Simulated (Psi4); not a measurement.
**A workflow on AsH2 (SMILES [AsH2])**

Aim: a geometry optimisation (UB3LYP-D3(BJ)/def2-TZVP), then vibrational wavenumbers of AsH2. 

The calculation is run with Psi4 1.11.

### 1 The molecule

The species is AsH2 (3 atoms), meant as a doublet with charge 0. As SMILES, `[AsH2]`. Geometry: relaxed at PBE0-D4/def2-TZVP. The run starts from this shape.

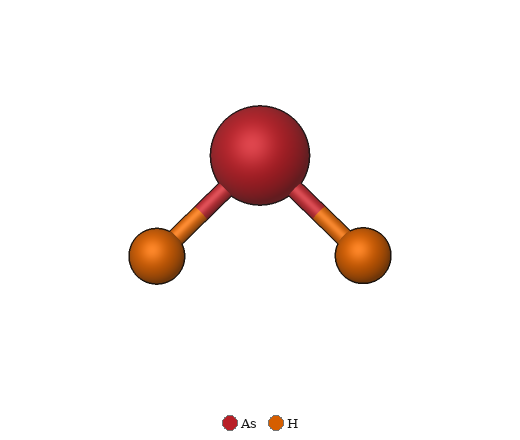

The structure, seen from a chosen angle (arsenic red, hydrogen orange).

### 2 A structure relaxation at UB3LYP-D3(BJ)/def2-TZVP (density fitting) (run 1)

job.dat

```
memory 1600 MB

molecule molecule1 {
  0 2
  As
  H 1 1.526345
  H 1 1.526354 2 90.69861
}

set globals {
  reference    uks
  geom_maxiter 60
}

e = optimize("b3lyp-d3(bj)/def2-TZVP")
print_variables()
```

The run is started by

```console
$ psi4 -n 1 job.dat job.out
```

job.out, cut to the lines that bear on the results:

```text
[...]
  Running in cs symmetry.
[...]
  Nuclear repulsion =   23.125516259395312
[...]
  Multiplicity = 2
[...]
  Nalpha       = 18
  Nbeta        = 17
[...]
    Number of basis functions: 60
[...]
   @DF-UKS iter   1: -2235.80236652179701   -1.95518e+00   6.07370e-02 ADIIS/DIIS
[...]
   @DF-UKS iter   7: -2237.08502388237230   -1.81899e-12   4.88659e-09 DIIS
[...]
   @S^2 Observed:                7.532101816E-01
[...]
    Orbital Energies [Eh]
    ---------------------
    Alpha Occupied:
       1Ap  -425.863844     2Ap   -53.845503     1App  -48.134797
       3Ap   -48.132657     4Ap   -48.131644     5Ap    -6.996944
       2App   -5.057815     6Ap    -5.053401     7Ap    -5.050066
       8Ap    -1.645545     3App   -1.644645     4App   -1.641940
       9Ap    -1.640743    10Ap    -1.638697    11Ap    -0.629220
      12Ap    -0.369416    13Ap    -0.308032     5App   -0.239173
    Alpha Virtual:
      14Ap     0.011651    15Ap     0.022665    16Ap     0.164914
      17Ap     0.193722    18Ap     0.206230     6App    0.206680
       7App    0.210624    19Ap     0.293983     8App    0.298416
[...]
  @DF-UKS Final Energy: -2237.08502388237230
   => Energetics <=
    Nuclear Repulsion Energy =             23.0615239529807816
    One-Electron Energy =               -3161.2294961106335904
    Two-Electron Energy =                 968.4815987435861189
    DFT Exchange-Correlation Energy =     -67.3969990852426690
    Empirical Dispersion Energy =          -0.0016513830625074
    VV10 Nonlocal Energy =                  0.0000000000000000
    Total Energy =                      -2237.0850238823722975
[...]
 Multipole Moments:
 ------------------------------------------------------------------------------------
     Multipole            Electronic (a.u.)      Nuclear  (a.u.)        Total (a.u.)
 ------------------------------------------------------------------------------------
 L = 1.  Multiply by 2.5417464519 to convert [e a0] to [Debye]
 Dipole X            :          1.5117819           -1.5661293           -0.0543474
 Dipole Y            :          1.4908355           -1.5444286           -0.0535931
 Dipole Z            :          0.0000000            0.0000000            0.0000000
 Magnitude           :                                                    0.0763273
[...]
  -Total Gradient:
     Atom            X                  Y                   Z
    ------   -----------------  -----------------  -----------------
       1        0.000127331983     0.000125961087     0.000000000000
       2        0.000036302769    -0.000166071903     0.000000000000
       3       -0.000165157714     0.000038607495     0.000000000000
[...]
    Final optimized geometry and variables:
    Molecular point group: cs
    Full point group: Cs
    Geometry (in Angstrom), charge = 0, multiplicity = 2:
    AS
    H             1    1.530571
    H             1    1.530570      2   90.799476
  Variable Map:
  ----------------------------------------------------------------------------
  "B3LYP-D3(BJ) DISPERSION CORRECTION ENERGY" =>      -0.001651383063
  "CURRENT ENERGY"                            =>   -2237.085023882372
  "CURRENT REFERENCE ENERGY"                  =>   -2237.085023882372
  "DD SOLVATION ENERGY"                       =>       0.000000000000
  "DFT FUNCTIONAL TOTAL ENERGY"               =>   -2237.083372499310
[...]
```

Standard output:

```text
Optimizer: Optimization complete!
```

It took 6.9 s on 1 thread of Intel Xeon 6975P-C (Granite Rapids), shared host; peak memory 0.36 GiB.

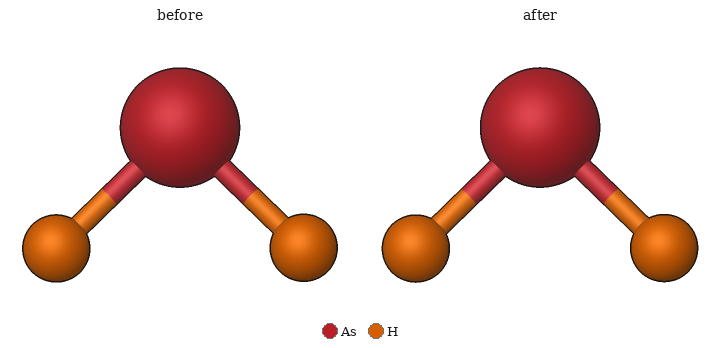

Before and after, at one scale.

After the run. Bond lengths: As1–H2 1.531 Å, As1–H3 1.531 Å. Angles: H2–As1–H3 90.8°.

### 3 Vibrational wavenumbers at UB3LYP-D3(BJ)/def2-TZVP (density fitting) (run 2)

job.py

```python
import psi4

psi4.set_memory('1600 MB')
psi4.set_num_threads(1)
psi4.set_output_file('ash2.out', False)

m = psi4.geometry("""
0 2
As    -1.08346125     0.61883995    -0.51930241
H      1.29228732     1.50624967     0.87140752
H     -0.20420381    -2.13144855    -0.35031932
units au
""")

psi4.set_options({
    'basis': 'def2-TZVP',
    'reference': 'uks',
    't': 298.15,
    'rotational_symmetry_number': 2,
})

E, wfn = psi4.frequencies('b3lyp-d3bj', return_wfn=True)
print(f'total energy {E:.8f} hartree = {E * 27.211386:.5f} eV')
print('wavenumbers / cm^-1:', wfn.frequencies().np.round(1))
for k in ('ZPVE', 'ENTHALPY', 'GIBBS FREE ENERGY'):
    print(f'{k}: {psi4.variable(k):.8f} Eh')
```

The run is started by

```console
$ python job.py
```

ash2.out, cut to the lines that bear on the results:

```text
[...]
  Running in cs symmetry.
[...]
  Nuclear repulsion =   23.061526101119078
[...]
  Multiplicity = 2
[...]
  Nalpha       = 18
  Nbeta        = 17
[...]
    Number of basis functions: 60
[...]
   @DF-UKS iter   1: -2235.80158094359831   -1.95845e+00   6.07418e-02 ADIIS/DIIS
[...]
  Running in c1 symmetry.
[...]
   @DF-UKS iter  11: -2237.08502387983890   -2.27374e-12   2.58670e-09 DIIS
[...]
   @S^2 Observed:                7.532101931E-01
[...]
  @DF-UKS Final Energy: -2237.08502387983890
   => Energetics <=
    Nuclear Repulsion Energy =             23.0615088307516416
    One-Electron Energy =               -3161.2294659956792202
    Two-Electron Energy =                 968.4815834573319080
    DFT Exchange-Correlation Energy =     -67.3969987892990190
    Empirical Dispersion Energy =          -0.0016513829442391
    VV10 Nonlocal Energy =                  0.0000000000000000
    Total Energy =                      -2237.0850238798389000
[...]
  -Total Gradient:
     Atom            X                  Y                   Z
    ------   -----------------  -----------------  -----------------
       1       -0.000159363430     0.000082373422     0.000000000583
       2        0.000147102186     0.000085958046    -0.000000246387
       3        0.000014160834    -0.000169316551     0.000000245802
[...]
  ==> Harmonic Vibrational Analysis <==
[...]
  Freq [cm^-1]                1007.2725           2156.7905           2166.4696
[...]
  IR activ [km/mol]            17.1784             102.2150            121.0486
[...]
  Total E_0, Enthalpy at 0 [K]                                                        -2237.07288003 [Eh]
[...]
  Total H, Enthalpy at  298.15 [K]                                                    -2237.06906689 [Eh]
[...]
  Total G, Gibbs energy at  298.15 [K]                                                -2237.09464596 [Eh]
[...]
```

Standard output:

```text
total energy -2237.08502388 hartree = -60874.18410 eV
wavenumbers / cm^-1: [1007.3 2156.8 2166.5]
ZPVE: 0.01214385 Eh
ENTHALPY: -2237.06906689 Eh
GIBBS FREE ENERGY: -2237.09464596 Eh
```

Wall time 29 s (1 thread of Intel Xeon 6975P-C (Granite Rapids), shared host); peak memory 0.39 GiB.

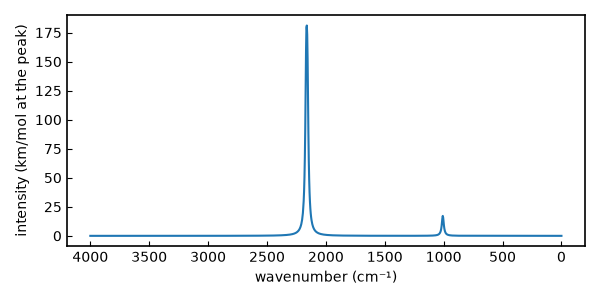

Harmonic infrared spectrum, unscaled, lines broadened by 10 cm⁻¹.

### 4 Outcome

| quantity | value |
| --- | --- |
| run 1, UB3LYP-D3(BJ)/def2-TZVP: total energy at the end | -2237.08502 Eh |
| run 1, UB3LYP-D3(BJ)/def2-TZVP: dipole moment | 0.19 D |
| run 1, UB3LYP-D3(BJ)/def2-TZVP: HOMO energy (highest over α and β) | -6.51 eV |
| run 1, UB3LYP-D3(BJ)/def2-TZVP: LUMO energy (lowest over α and β) | -3.47 eV |
| run 1, UB3LYP-D3(BJ)/def2-TZVP: dispersion energy | -4.34 kJ/mol |
| run 1, UB3LYP-D3(BJ)/def2-TZVP: ⟨S²⟩ | 0.753 |
| run 2, UB3LYP-D3(BJ)/def2-TZVP: lowest harmonic wavenumber | 1007 cm⁻¹ |
| run 2, UB3LYP-D3(BJ)/def2-TZVP: highest harmonic wavenumber | 2166 cm⁻¹ |
| run 2, UB3LYP-D3(BJ)/def2-TZVP: zero-point energy | 31.9 kJ/mol |
| run 2, UB3LYP-D3(BJ)/def2-TZVP: ideal-gas entropy at 298.15 K (symmetry number 2 as used) | 53.8 cal/(mol K) |

In words: The optimisation (run 1, UB3LYP-D3(BJ)/def2-TZVP) took 2 steps and changed the energy by -0.000 eV. All 3 modes (run 2, UB3LYP-D3(BJ)/def2-TZVP) are real, so the shape is a minimum at this level.
